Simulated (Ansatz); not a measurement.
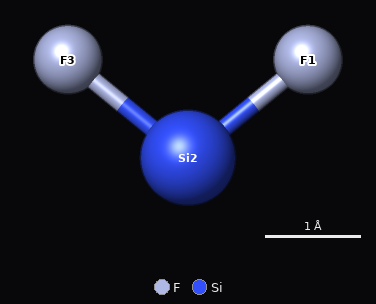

*The input geometry (ball-and-stick view, seen on its broad side; atoms are numbered from 1 in the order of the input).*

Bond lengths as drawn: F–Si 1.64 Å.

Frequency calculation, with input and output: SiF2

SiF2, SMILES F[Si]F, computed with BLYP/cc-pVTZ, RKS (Ansatz 0.2.0).

The geometry was optimised with BLYP/cc-pVTZ. Figures and captions count atoms from 1; the log counts them from 0 in places.

### Input file
```yaml
basis:
  gaussian:
    orbitals: cc-pVTZ
crystal:
  periodic: [false, false, false]
  atoms:
    - {symbol: F, position_ang: [0.168738, 1.278211, 0.234223]}
    - {symbol: Si, position_ang: [-0.606414, -0.047298, -0.336489]}
    - {symbol: F, position_ang: [0.437676, -1.230913, 0.102266]}
total_charge: 0
hamiltonian:
  xc: {name: BLYP}
phonons:
  temperatures: {t_min: 298.15, t_max: 298.15, t_step: 1}
```

Run as:
```bash
ansatz run in.yaml --threads 1 --pin off --max-ram 3480MiB --events-out events.jsonl --progress --plain --runs-dir runs
```

### What the program printed
```
Functional definition: BLYP
  name "BLYP"
  parameter beta = 0.0042
  parameter a = 0.04918
  parameter b = 0.132
  parameter c = 0.2533
  parameter d = 0.349
  exchange = b88_x(beta = beta)
  correlation = lyp_c(a = a, b = b, c = c, d = d)
567 factors; their error is unknown
mean field evaluation 1: about -13312.2891 eV, gradient 5.4e1 eV
mean field evaluation 2: about -13286.4293 eV, gradient 1.4e2 eV
mean field evaluation 4: about -13316.1245 eV, gradient 2.5e0 eV
mean field evaluation 8: about -13316.0993 eV, gradient 1.0e-2 eV
mean field -13316.09929042 eV, -489.3576229465 hartree, gradient 1.6e-5 eV, S^2 0.000000; 0 other end points of the search recorded, 0 dependent functions left out
the calculation of the forces begins
reference -13316.09950794 eV, -489.3576309402 hartree; 16, 16 occupied and 78, 78 virtual orbitals, 567 factors
these checks for a lower state are left out or cut short: stability, starts, cluster_reference, orbital_swaps, neighbouring_geometries, increment
567 factors; their error is unknown
mean field evaluation 16: about -13316.1372 eV, gradient 1.4e-1 eV
mean field -13316.09925983 eV, -489.3576218226 hartree, gradient 1.8e-6 eV, S^2 0.000000; 0 other end points of the search recorded, 0 dependent functions left out
the calculation of the forces begins
reference -13316.09947734 eV, -489.3576298159 hartree; 16, 16 occupied and 78, 78 virtual orbitals, 567 factors
these checks for a lower state are left out or cut short: stability, starts, cluster_reference, orbital_swaps, neighbouring_geometries, increment
567 factors; their error is unknown
mean field -13316.09925754 eV, -489.3576217384 hartree, gradient 2.1e-6 eV, S^2 0.000000; 0 other end points of the search recorded, 0 dependent functions left out
the calculation of the forces begins
reference -13316.09947507 eV, -489.3576297325 hartree; 16, 16 occupied and 78, 78 virtual orbitals, 567 factors
these checks for a lower state are left out or cut short: stability, starts, cluster_reference, orbital_swaps, neighbouring_geometries, increment
567 factors; their error is unknown
mean field evaluation 32: about -13316.0993 eV, gradient 5.2e-5 eV
mean field -13316.09925998 eV, -489.3576218280 hartree, gradient 2.0e-6 eV, S^2 0.000000; 0 other end points of the search recorded, 0 dependent functions left out
the calculation of the forces begins
reference -13316.09947751 eV, -489.3576298220 hartree; 16, 16 occupied and 78, 78 virtual orbitals, 567 factors
these checks for a lower state are left out or cut short: stability, starts, cluster_reference, orbital_swaps, neighbouring_geometries, increment
567 factors; their error is unknown
mean field -13316.09926221 eV, -489.3576219099 hartree, gradient 1.9e-6 eV, S^2 0.000000; 0 other end points of the search recorded, 0 dependent functions left out
the calculation of the forces begins
reference -13316.09947972 eV, -489.3576299033 hartree; 16, 16 occupied and 78, 78 virtual orbitals, 567 factors
these checks for a lower state are left out or cut short: stability, starts, cluster_reference, orbital_swaps, neighbouring_geometries, increment
567 factors; their error is unknown
mean field -13316.09923036 eV, -489.3576207396 hartree, gradient 1.1e-6 eV, S^2 0.000000; 0 other end points of the search recorded, 0 dependent functions left out
the calculation of the forces begins
reference -13316.09944789 eV, -489.3576287338 hartree; 16, 16 occupied and 78, 78 virtual orbitals, 567 factors
these checks for a lower state are left out or cut short: stability, starts, cluster_reference, orbital_swaps, neighbouring_geometries, increment
567 factors; their error is unknown
mean field -13316.09923265 eV, -489.3576208237 hartree, gradient 1.5e-6 eV, S^2 0.000000; 0 other end points of the search recorded, 0 dependent functions left out
the calculation of the forces begins
reference -13316.09945016 eV, -489.3576288170 hartree; 16, 16 occupied and 78, 78 virtual orbitals, 567 factors
Total energy: -13316.09950794 eV, -489.3576309402 hartree
Atom 0 at     0.168738     1.278211     0.234223 Å, force     0.000310     0.000522     0.000227 eV/Å
Atom 1 at    -0.606414    -0.047298    -0.336489 Å, force    -0.000726    -0.000057    -0.000403 eV/Å
Atom 2 at     0.437676    -1.230913     0.102266 Å, force     0.000416    -0.000466     0.000176 eV/Å
Dipole moment:    -0.216410    -0.016880    -0.120083 e Å
Vibrations: 313.38 791.28 806.91 cm⁻¹, zero-point energy 0.118502 eV
```

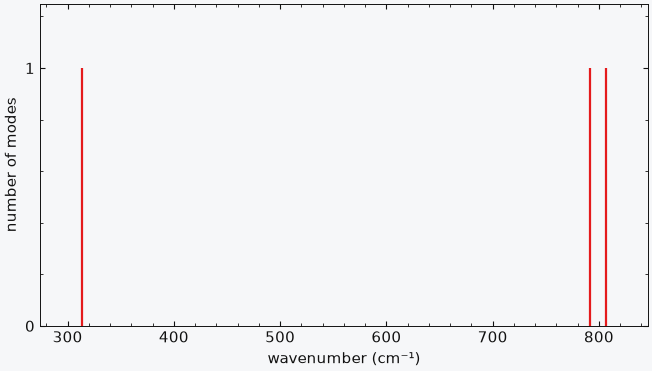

*Harmonic vibrational wavenumbers from the force constants; neighbouring modes closer than 3 cm⁻¹ are counted in one stick.*

3 modes from 313 to 807 cm⁻¹, none imaginary.

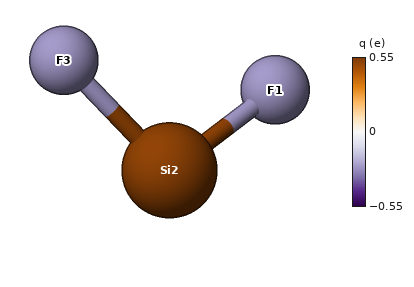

*Mulliken charges, as the colour of each atom (ball-and-stick view, seen at a tilt; atoms are numbered from 1 in the order of the input).*

By element: F −0.26 and Si +0.52 e.

### Summary

- outcome: converged
- total energy: −489.357631 hartree
- basis functions: 94
- largest force: 0.001 eV/Å
- zero-point energy: 0.004355 hartree
- dipole moment: 1.19 D
- wavenumbers, lowest and highest: 313 and 807 cm⁻¹
- hardware: 1 thread of Arm Neoverse V2, 24 GiB of memory available, shared host
- wall time: 6 s
- peak memory: 0.12 GiB
